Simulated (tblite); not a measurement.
**Geometry relaxation, with input and output: C₂H₁₂OSi₄ (part 1 of 3)**

C₂H₁₂OSi₄, SMILES C[Si]([SiH3])([SiH3])[SiH2]C=O, computed with GFN2-xTB geometry optimisation, gas phase (tblite 0.8.0).

It belongs to a series of runs on one base structure; here: H on Si replaced by CHO.

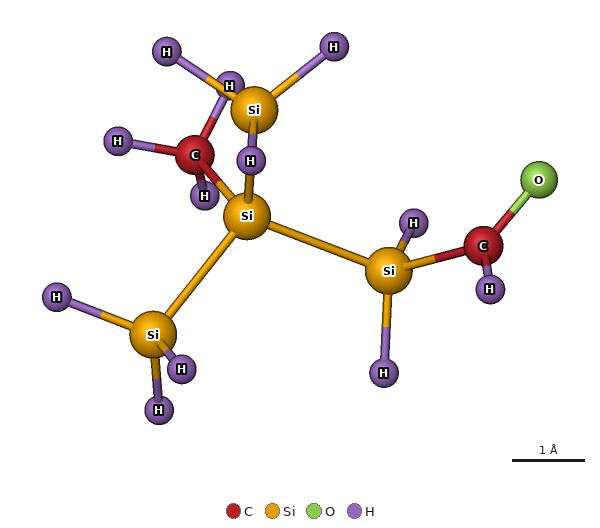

The input geometry (ball-and-stick view, seen at a tilt).

Summary

```csv
quantity,value
outcome,converged
total energy,−579.5925 eV
hardware,"1 CPU thread, shared host"
wall time,2.5 s
peak memory,0.18 GiB
```

The input
```
{"job": {"kind": "relax", "xc": "GFN2-xTB", "basis": "xTB"}, "charge": 0, "multiplicity": 1}
C     -0.967800    -1.772800    -0.916100
Si    -0.370000    -0.253900     0.016600
Si    -0.920500     1.527200    -1.190300
Si    -1.410000    -0.036600     1.995700
Si     1.824800    -0.488600     0.285300
C      2.782400     1.026900    -0.115000
O      3.374500     1.076300    -1.201200
H     -0.524000    -2.706300    -0.534300
H     -0.678900    -1.684000    -1.977700
H     -2.080500    -1.791400    -0.866200
H     -1.057700     2.680800    -0.289900
H     -2.260100     1.260800    -1.769500
H     -0.016900     1.768200    -2.287000
H     -0.893200    -1.147100     2.845700
H     -2.847700    -0.146200     1.764000
H     -1.178700     1.280600     2.602000
H      2.263400    -1.560000    -0.630400
H      2.119000    -0.882000     1.656500
H      2.832100     1.857600     0.604400
```

The first line tells a small driver script what to run in tblite; the rest is the geometry in Å.

Command:
```bash
OMP_NUM_THREADS=1 python <driver script> task.json out
```

What the program printed
```
step      E/eV     max force
  0    -578.84230    2.477
  1    -578.97290    2.714
  2    -579.08184    0.596
  3    -579.14017    0.622
  4    -579.22473    0.889
  5    -579.27787    0.763
  6    -579.31584    0.315
  7    -579.34331    0.377
  8    -579.37405    0.604
  9    -579.40780    0.587
 10    -579.43507    0.375
 11    -579.44821    0.236
 12    -579.45349    0.211
 13    -579.45843    0.180
 14    -579.46272    0.176
 15    -579.46553    0.128
 16    -579.46712    0.080
 17    -579.46835    0.108
 18    -579.46943    0.102
 19    -579.47021    0.061
 20    -579.47071    0.049
 21    -579.47108    0.058
 22    -579.47151    0.088
 23    -579.47213    0.096
 24    -579.47289    0.080
 25    -579.47366    0.084
 26    -579.47434    0.089
 27    -579.47497    0.069
 28    -579.47554    0.068
 29    -579.47612    0.082
 30    -579.47680    0.086
 31    -579.47773    0.108
 32    -579.47911    0.105
 33    -579.48096    0.097
 34    -579.48283    0.124
 35    -579.48431    0.105
 36    -579.48537    0.080
 37    -579.48624    0.079
 38    -579.48709    0.077
 39    -579.48795    0.070
 40    -579.48875    0.072
 41    -579.48949    0.075
 42    -579.49027    0.103
 43    -579.49107    0.067
 44    -579.49171    0.087
 45    -579.49209    0.095
 46    -579.49240    0.062
 47    -579.49271    0.039
 48    -579.49304    0.044
 49    -579.49343    0.045
 50    -579.49371    0.031
 51    -579.49386    0.028
 52    -579.49397    0.019
 53    -579.49408    0.025
 54    -579.49421    0.035
 55    -579.49435    0.040
 56    -579.49450    0.037
 57    -579.49464    0.033
 58    -579.49479    0.030
 59    -579.49493    0.045
 60    -579.49508    0.051
 61    -579.49522    0.039
 62    -579.49535    0.030
 63    -579.49547    0.030
 64    -579.49559    0.043
 65    -579.49572    0.044
 66    -579.49587    0.032
 67    -579.49604    0.034
 68    -579.49618    0.023
 69    -579.49629    0.031
 70    -579.49639    0.029
 71    -579.49651    0.041
 72    -579.49670    0.041
 73    -579.49691    0.053
 74    -579.49704    0.058
 75    -579.49717    0.030
 76    -579.49726    0.029
 77    -579.49738    0.036
 78    -579.49746    0.031
 79    -579.49752    0.020
 80    -579.49756    0.017
 81    -579.49760    0.024
 82    -579.49765    0.036
 83    -579.49770    0.041
 84    -579.49775    0.037
 85    -579.49785    0.032
 86    -579.49803    0.044
 87    -579.49834    0.050
 88    -579.49869    0.042
 89    -579.49895    0.027
 90    -579.49896    0.164
 91    -579.49919    0.028
 92    -579.49927    0.027
 93    -579.49949    0.173
 94    -579.49970    0.046
 95    -579.49980    0.020
 96    -579.49980    0.173
 97    -579.50001    0.015
 98    -579.50008    0.017
 99    -579.50029    0.049
100    -579.50042    0.027
101    -579.50085    0.046
102    -579.50141    0.054
103    -579.50197    0.091
104    -579.50226    0.185
105    -579.50278    0.150
106    -579.50322    0.098
107    -579.50358    0.118
108    -579.50425    0.205
109    -579.50511    0.210
110    -579.50733    0.225
111    -579.50960    0.110
112    -579.49326    1.495
113    -579.51185    0.081
114    -579.51286    0.062
115    -579.51123    0.871
116    -579.51543    0.189
117    -579.51661    0.227
118    -579.50978    1.316
119    -579.52046    0.222
120    -579.52273    0.268
121    -579.52338    1.140
122    -579.53072    0.274
123    -579.53367    0.271
124    -579.53699    0.723
125    -579.53986    0.111
126    -579.54100    0.138
127    -579.54266    0.237
128    -579.54364    0.104
129    -579.54513    0.086
130    -579.54667    0.103
131    -579.54840    0.082
132    -579.55030    0.137
133    -579.55280    0.213
134    -579.55568    0.204
135    -579.55845    0.251
136    -579.56075    0.128
137    -579.56211    0.125
138    -579.56332    0.093
139    -579.56442    0.080
140    -579.56579    0.063
141    -579.56693    0.060
142    -579.56800    0.060
143    -579.56874    0.050
144    -579.56920    0.067
145    -579.56948    0.033
146    -579.56970    0.039
147    -579.56996    0.035
148    -579.57038    0.052
149    -579.57104    0.084
150    -579.57198    0.091
151    -579.57307    0.109
152    -579.57403    0.067
153    -579.57475    0.077
154    -579.57529    0.057
155    -579.57581    0.052
156    -579.57648    0.048
157    -579.57732    0.068
158    -579.57820    0.071
159    -579.57927    0.065
160    -579.58038    0.068
161    -579.58144    0.074
162    -579.58253    0.079
163    -579.58354    0.069
164    -579.58419    0.050
165    -579.58463    0.097
166    -579.58514    0.054
167    -579.58600    0.100
168    -579.58689    0.072
169    -579.58758    0.111
170    -579.58814    0.048
171    -579.58853    0.048
172    -579.58894    0.045
173    -579.58937    0.060
174    -579.58964    0.041
175    -579.58981    0.073
176    -579.58994    0.037
177    -579.59004    0.023
178    -579.59011    0.021
179    -579.59021    0.024
180    -579.59030    0.028
181    -579.59040    0.022
182    -579.59050    0.023
183    -579.59060    0.031
184    -579.59069    0.024
185    -579.59079    0.019
186    -579.59088    0.024
187    -579.59097    0.025
188    -579.59106    0.026
189    -579.59113    0.017
190    -579.59120    0.018
191    -579.59128    0.021
192    -579.59138    0.031
193    -579.59150    0.031
194    -579.59161    0.020
195    -579.59168    0.014
196    -579.59172    0.015
197    -579.59176    0.016
198    -579.59182    0.019
199    -579.59190    0.021
200    -579.59198    0.016
201    -579.59204    0.027
202    -579.59209    0.026
203    -579.59214    0.033
204    -579.59219    0.021
205    -579.59224    0.022
206    -579.59227    0.012
207    -579.59231    0.016
208    -579.59235    0.015
209    -579.59239    0.012
210    -579.59244    0.012
211    -579.59247    0.010
212    -579.59249    0.016
213    -579.59252    0.010
214    -579.59254    0.009
```

Trajectory as extended XYZ (Å, eV, eV/Å), 25 of the 215 frames kept, from step=0 to step=214
```
19
Properties=species:S:1:pos:R:3:forces:R:3 step=0 energy=-578.84230
C    -0.9678   -1.7728   -0.9161   -0.4860  -0.5380  -0.5820
Si   -0.3700   -0.2539    0.0166   -0.2960  -0.2690   0.0530
Si   -0.9205    1.5272   -1.1903   -1.0550   1.0570  -0.8060
Si   -1.4100   -0.0366    1.9957   -0.3320  -0.3460   1.0820
Si    1.8248   -0.4886    0.2853    0.7870  -1.6540   0.1890
C     2.7824    1.0269   -0.1150    1.5350   0.3370  -1.9150
O     3.3745    1.0763   -1.2012   -0.8260   0.4340   1.6660
H    -0.5240   -2.7063   -0.5343   -0.4990   0.3450  -0.1590
H    -0.6789   -1.6840   -1.9777   -0.2280  -0.1890   0.4240
H    -2.0805   -1.7914   -0.8662    0.8420  -0.3780  -0.1100
H    -1.0577    2.6808   -0.2899    0.0570   0.0520  -0.2300
H    -2.2601    1.2608   -1.7695    0.2410   0.2430   0.0290
H    -0.0169    1.7682   -2.2870    0.1920   0.2740  -0.2760
H    -0.8932   -1.1471    2.8457   -0.3530   0.4410   0.0350
H    -2.8477   -0.1462    1.7640   -0.0900  -0.0660   0.2330
H    -1.1787    1.2806    2.6020    0.0010  -0.1820   0.0960
H     2.2634   -1.5600   -0.6304    0.1920   0.1890   0.2000
H     2.1190   -0.8820    1.6565    0.2090  -0.0130   0.2070
H     2.8321    1.8576    0.6044    0.1090   0.2630  -0.1340
19
Properties=species:S:1:pos:R:3:forces:R:3 step=9 energy=-579.40780
C    -0.9999   -1.7952   -0.9449    0.0590  -0.0490   0.0040
Si   -0.3638   -0.2244    0.0004   -0.1080  -0.3540  -0.0970
Si   -0.9819    1.6024   -1.2855   -0.1700   0.1940  -0.1140
Si   -1.4610   -0.0788    2.0490   -0.1020  -0.1020   0.3900
Si    1.9334   -0.5963    0.3052    0.0620  -0.1850  -0.0450
C     2.8731    1.0047   -0.1481   -0.3920  -0.1610   0.4060
O     3.3952    1.1948   -1.2119    0.2520   0.0440  -0.4610
H    -0.5884   -2.7198   -0.5391    0.0090   0.1350   0.0160
H    -0.7108   -1.7520   -1.9951    0.0030  -0.0020   0.0950
H    -2.0839   -1.9034   -0.9208    0.0880   0.1490   0.0520
H    -1.0620    2.7767   -0.3949   -0.0110  -0.0870  -0.1810
H    -2.3279    1.3857   -1.8652    0.2820   0.1350   0.0360
H    -0.0274    1.9004   -2.3573   -0.1270   0.0390   0.0130
H    -1.0053   -1.1107    3.0150   -0.1870   0.2310  -0.1820
H    -2.9296   -0.1857    1.9088    0.2630  -0.0110   0.0970
H    -1.1881    1.2276    2.6859   -0.0660  -0.2110  -0.0870
H     2.4371   -1.6382   -0.6118    0.0450   0.1390   0.2510
H     2.2484   -0.9192    1.7197    0.0570   0.0660  -0.3190
H     2.8330    1.8407    0.5832    0.0440   0.0310   0.1270
19
Properties=species:S:1:pos:R:3:forces:R:3 step=18 energy=-579.46943
C    -0.9976   -1.8040   -0.9459   -0.0010   0.0320   0.0370
Si   -0.3873   -0.2404   -0.0021    0.0220  -0.0100  -0.0210
Si   -0.9821    1.6166   -1.3020   -0.0040   0.0600  -0.0390
Si   -1.4671   -0.1037    2.0750   -0.0540  -0.0020   0.0860
Si    1.9176   -0.6127    0.2745    0.0460   0.0180   0.0080
C     2.8445    0.9985   -0.1536   -0.0030  -0.0190   0.0110
O     3.3913    1.1986   -1.2103   -0.0220   0.0150  -0.0210
H    -0.5915   -2.7186   -0.5217   -0.0170   0.0140   0.0140
H    -0.7046   -1.7720   -1.9926    0.0060  -0.0100   0.0300
H    -2.0804   -1.8816   -0.9141   -0.0200  -0.0070  -0.0170
H    -1.0691    2.8046   -0.4465    0.0150  -0.0050   0.0000
H    -2.3072    1.4501   -1.9073    0.0070   0.0000  -0.0180
H    -0.0578    1.9392   -2.3889    0.0080  -0.0260   0.0060
H    -1.0591   -1.1107    3.0595    0.0000  -0.0050  -0.0320
H    -2.9266   -0.2070    1.9653    0.0360  -0.0150  -0.0040
H    -1.1986    1.2003    2.6940    0.0030  -0.0410  -0.0280
H     2.5184   -1.6536   -0.5610    0.0040   0.0060  -0.0140
H     2.3067   -0.9073    1.6626   -0.0110   0.0260  -0.0100
H     2.8408    1.8131    0.6076   -0.0160  -0.0330   0.0110
19
Properties=species:S:1:pos:R:3:forces:R:3 step=27 energy=-579.47497
C    -1.0077   -1.7930   -0.9253    0.0120   0.0030  -0.0060
Si   -0.3908   -0.2268    0.0030    0.0330  -0.0090  -0.0480
Si   -0.9758    1.6271   -1.3129    0.0200   0.0130  -0.0180
Si   -1.4680   -0.1230    2.0788   -0.0390   0.0200   0.0530
Si    1.9177   -0.6169    0.2641    0.0080   0.0290   0.0050
C     2.8374    0.9942   -0.1609   -0.0310   0.0220  -0.0040
O     3.3620    1.2244   -1.2230   -0.0230   0.0170   0.0270
H    -0.6118   -2.7021   -0.4809   -0.0380  -0.0100   0.0130
H    -0.6903   -1.7758   -1.9642    0.0040  -0.0260  -0.0150
H    -2.0916   -1.8665   -0.9195    0.0060   0.0070   0.0090
H    -1.0534    2.8152   -0.4556    0.0080  -0.0070  -0.0320
H    -2.2942    1.4648   -1.9346    0.0040   0.0070   0.0080
H    -0.0409    1.9209   -2.3994    0.0100  -0.0050   0.0240
H    -1.0580   -1.1392    3.0505    0.0140  -0.0070  -0.0060
H    -2.9256   -0.2311    1.9698    0.0080  -0.0090  -0.0020
H    -1.1950    1.1819    2.6891   -0.0050  -0.0200   0.0240
H     2.5338   -1.6500   -0.5687   -0.0150  -0.0250  -0.0010
H     2.3065   -0.8803    1.6580   -0.0070  -0.0220  -0.0070
H     2.8358    1.7855    0.6243    0.0320   0.0210  -0.0240
19
Properties=species:S:1:pos:R:3:forces:R:3 step=36 energy=-579.48537
C    -1.0244   -1.7842   -0.8937   -0.0180   0.0030   0.0240
Si   -0.3889   -0.2087    0.0047    0.0070  -0.0020  -0.0800
Si   -0.9372    1.6323   -1.3442    0.0290   0.0280   0.0030
Si   -1.4678   -0.1554    2.0837   -0.0120   0.0200   0.0370
Si    1.9204   -0.6007    0.2448   -0.0540   0.0200   0.0410
C     2.8086    1.0320   -0.1695    0.0120  -0.0350  -0.0140
O     3.2540    1.3107   -1.2565   -0.0240   0.0190   0.0460
H    -0.7079   -2.6842   -0.3744    0.0010  -0.0330  -0.0130
H    -0.6592   -1.8472   -1.9155   -0.0040  -0.0020   0.0290
H    -2.1097   -1.7977   -0.9309   -0.0200  -0.0080  -0.0400
H    -1.0000    2.8439   -0.5208    0.0120  -0.0010   0.0040
H    -2.2542    1.5032   -1.9772    0.0330  -0.0150  -0.0130
H     0.0415    1.8778   -2.4041   -0.0340  -0.0110   0.0030
H    -1.0288   -1.2039    3.0074    0.0060  -0.0140   0.0060
H    -2.9239   -0.2957    1.9758    0.0330   0.0170   0.0040
H    -1.2042    1.1234    2.7499   -0.0290  -0.0140   0.0090
H     2.5171   -1.6560   -0.5760    0.0100   0.0480  -0.0130
H     2.2914   -0.8689    1.6406    0.0410  -0.0170   0.0180
H     2.8633    1.7886    0.6484    0.0110  -0.0020  -0.0500
19
Properties=species:S:1:pos:R:3:forces:R:3 step=45 energy=-579.49209
C    -1.0519   -1.7876   -0.8688   -0.0060  -0.0020  -0.0010
Si   -0.4014   -0.1993   -0.0002    0.0190   0.0010  -0.0120
Si   -0.8956    1.6473   -1.3666    0.0130  -0.0280  -0.0040
Si   -1.4563   -0.1781    2.0930   -0.0470   0.0160   0.0410
Si    1.9077   -0.5805    0.2557   -0.0300  -0.0060  -0.0020
C     2.7787    1.0572   -0.1730    0.0460   0.0020  -0.0260
O     3.1544    1.3650   -1.2792   -0.0520  -0.0270   0.0750
H    -0.8013   -2.6811   -0.3023    0.0130   0.0140  -0.0070
H    -0.6359   -1.9055   -1.8659   -0.0020   0.0050   0.0130
H    -2.1336   -1.7635   -0.9672   -0.0080   0.0100  -0.0220
H    -0.9452    2.8724   -0.5601    0.0100  -0.0360  -0.0150
H    -2.1999    1.5205   -2.0240   -0.0050   0.0050   0.0060
H     0.0932    1.8451   -2.4255   -0.0050   0.0090   0.0160
H    -1.0012   -1.2580    2.9744    0.0030   0.0150   0.0000
H    -2.9097   -0.3309    1.9844   -0.0030  -0.0020   0.0020
H    -1.2323    1.0782    2.8138    0.0170  -0.0160  -0.0120
H     2.5091   -1.6104   -0.5908    0.0170   0.0010  -0.0290
H     2.3162   -0.8726    1.6373    0.0150   0.0140  -0.0050
H     2.8952    1.7909    0.6573    0.0060   0.0240  -0.0170
```
